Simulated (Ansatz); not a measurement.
## Electronic structure of B2H5NSi in real space

Input file:

```
crystal:
  periodic: [false, false, false]
  atoms:
    - { symbol: B, position_ang: [0.88112, 0.90046, -2.15527] }
    - { symbol: "N", position_ang: [0.69169, 0.75914, -0.92118] }
    - { symbol: B, position_ang: [0.4679, 0.58663, 0.43361] }
    - { symbol: Si, position_ang: [-0.75673, -0.82606, 1.05388] }
    - { symbol: H, position_ang: [1.0544, 1.03082, -3.27547] }
    - { symbol: H, position_ang: [1.04214, 1.31626, 1.16077] }
    - { symbol: H, position_ang: [-2.11404, -0.71969, 0.48942] }
    - { symbol: H, position_ang: [-0.3089, -2.18535, 0.70225] }
    - { symbol: H, position_ang: [-0.95757, -0.8622, 2.51198] }
basis:
  gaussian: { orbitals: def2-SVP }
hamiltonian:
  xc: r2scanh
  dispersion: d4
relax:
  f_tol: 0.02
  max_steps: 50
output:
  orbitals: {}
```

Launched as:

```sh
ansatz run input.yaml --threads 2 --pin off --max-ram 3072MiB --backend cpu --events-out ev --progress --plain --runs-dir out
```

The fields are those of the relaxed geometry.

All numbers below come from RKS r2SCANh-D4/def2-SVP (Ansatz).

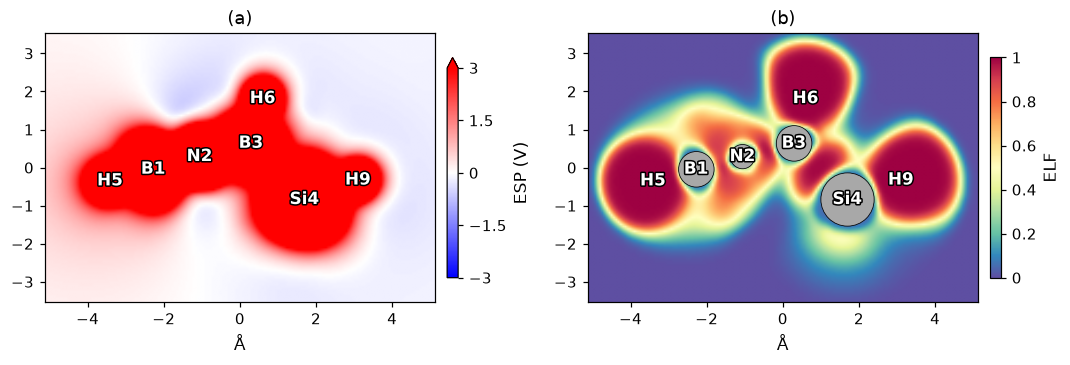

Figure 1. (a) electrostatic potential; (b) electron localisation function on the plane of atoms Si4, B3 and H6. Grey discs cover the atomic cores in the ELF map.

Read the bonding off the picture.

- The plane passes through B, N, Si and H nuclei.
- B–N (1.26 Å): the ELF peaks at about 0.90 between the atoms, as expected for a shared but strongly polarised pair.
- Si–B (2.04 Å): the ELF peaks at about 1 between the atoms (a shared electron pair).
- B–H (1.18 Å): the ELF climbs to about 1 towards the hydrogen, as it does in any bond to H (a covalent bond by its length).
- B–N (1.40 Å): the ELF peaks at about 0.95 between the atoms; a shared but strongly polarised pair.
- Si–H (1.49 Å): the ELF climbs to about 1 towards the hydrogen.
- Outside the dense part of the molecule the potential is most negative (−0.6 V) near N2.

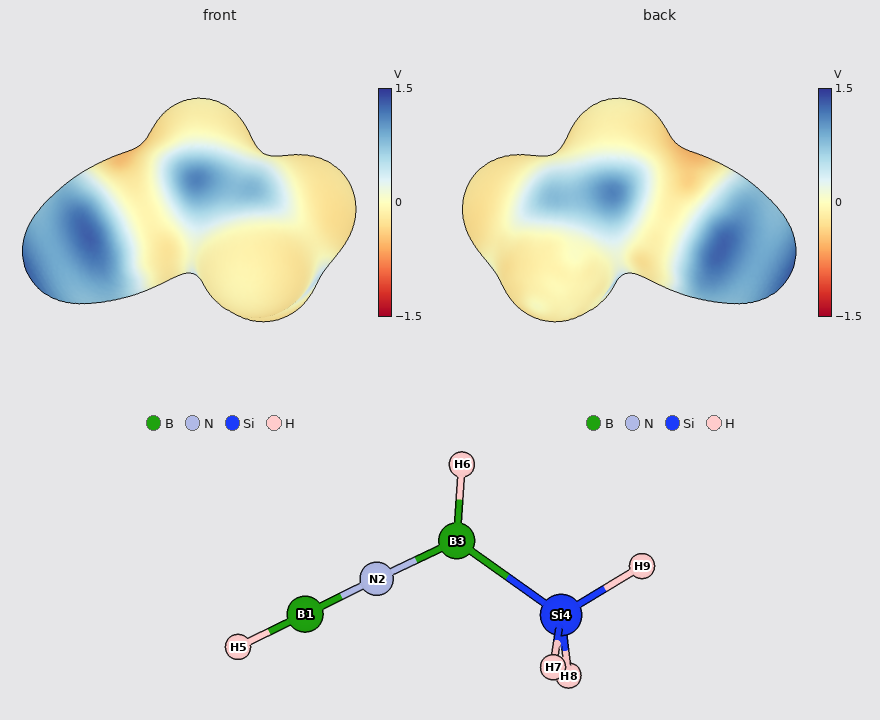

Figure 2. The molecular electrostatic potential painted on the density surface at 0.002 e/bohr³, seen from the front and from behind; the colour scale runs from red (negative) to blue (positive). The bare structure is drawn below in the same view.

Which sites attract a positive test charge, and which a negative one?

A positive charge is drawn to the negative regions and a negative charge to the positive ones. The most negative region (about −0.5 V) lies over N2, the most positive (about +1.3 V) over B1 and H5.

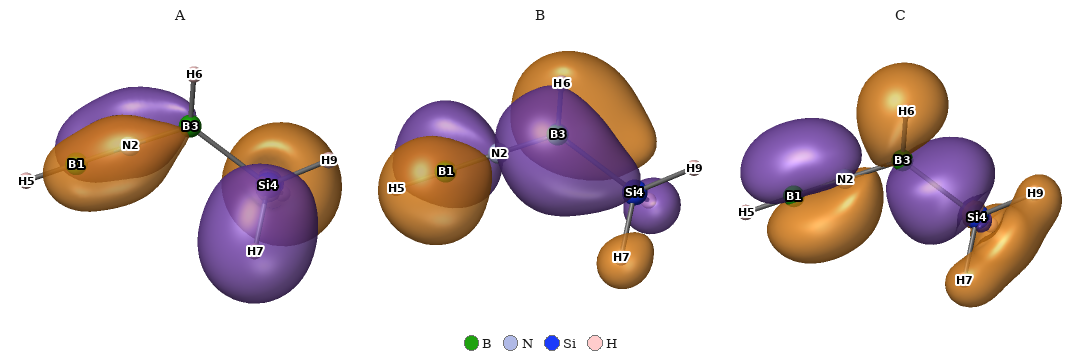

Figure 3. Three frontier orbitals at ±0.08 Å⁻³ᐟ² (orange and purple are the two phases), in no order.

Which picture is the HOMO−1, the HOMO and the LUMO?

A is the HOMO−1 (−8.80 eV). It lies mainly on Si4 (about 30 %), N2 (about 20 %), H8 (about 20 %), H7 (about 20 %) and B1 (about 10 %). C is the HOMO (−6.75 eV). By Hirshfeld shares it lies mainly on Si4 (about 20 %), N2 (about 20 %), B3 (about 20 %), B1 (about 15 %) and H6 (about 10 %). B is the LUMO (−2.37 eV). By Hirshfeld shares it lies mainly on B3 (about 40 %), B1 (about 25 %) and N2 (about 10 %).

What is the HOMO–LUMO gap?

4.38 eV between the orbital energies.
